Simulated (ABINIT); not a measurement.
## Effort and miss along a sweep of ngkpt: SiO₂ (P4_12_12, 12 atoms in the cell)

Cell: a = 4.9542 Å, b = 4.9542 Å, c = 6.8805 Å, α = 90.00°, β = 90.00°, γ = 90.00°.

Method of the run: PBE, norm-conserving pseudopotentials (PseudoDojo nc-sr-05 PBE standard) (plane waves; ABINIT).

Base settings: pseudos = [Si.upf, O.upf]; ecut = 1143 eV; occopt = 1; ngkpt = 3 3 2; nshiftk = 1; shiftk = 0 0 0; potentials = PseudoDojo nc-sr-05 PBE standard; nband = 34; kptopt = 1; nstep = 60.

Misses are taken against the tightest run, 4 4 3, which need not be fully converged itself. The energy is the free energy per atom.

The count of work is k-points × plane waves × bands × iterations; it is no time, and leaves out set-up, grids and terms that scale otherwise. Core times come from one kind of shared machine and are given to one figure; runs under 30 s give none.

The starting cell comes from a database of computed structures (which also holds hypothetical and non-ambient phases and stackings), without a prior relaxation at this level. Its lattice was rescaled by a random factor within 2.5 % of one. In the base run, with a pressure of about 8 GPa the cell is away from its equilibrium volume at this level.

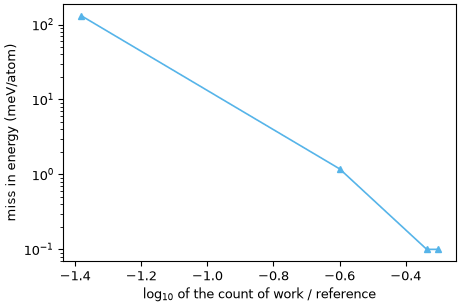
Fig. 1. Miss against the count of work; the reference run is not drawn, and misses under 0.1 meV/atom are drawn there.

| ngkpt | energy less reference (meV/atom) | pressure less reference (GPa) | largest difference in the force on any atom (eV/Å) | count of work / reference | core time / reference (rough) |
|---|---|---|---|---|---|
| 1 1 1 | 130.99 | 0.74 | 0.922 | 0.042 | – |
| 2 2 2 | 1.19 | -0.01 | 0.020 | 0.25 | 0.2 |
| 3 3 2 | 0.04 | 0.00 | 0.001 | 0.46 | 0.5 |
| 3 3 3 | 0.03 | 0.00 | 0.001 | 0.50 | 0.4 |
| 4 4 3 | 0.00 | 0.00 | 0.000 | 1.0 | 1 |

Coarsest setting among those run that, with all tighter ones, holds the energy within 10 meV/atom of the reference: 2 2 2, off by 1.2 meV/atom; it needs 0.25 of the reference's count of work and about 0.2 of the reference's time.
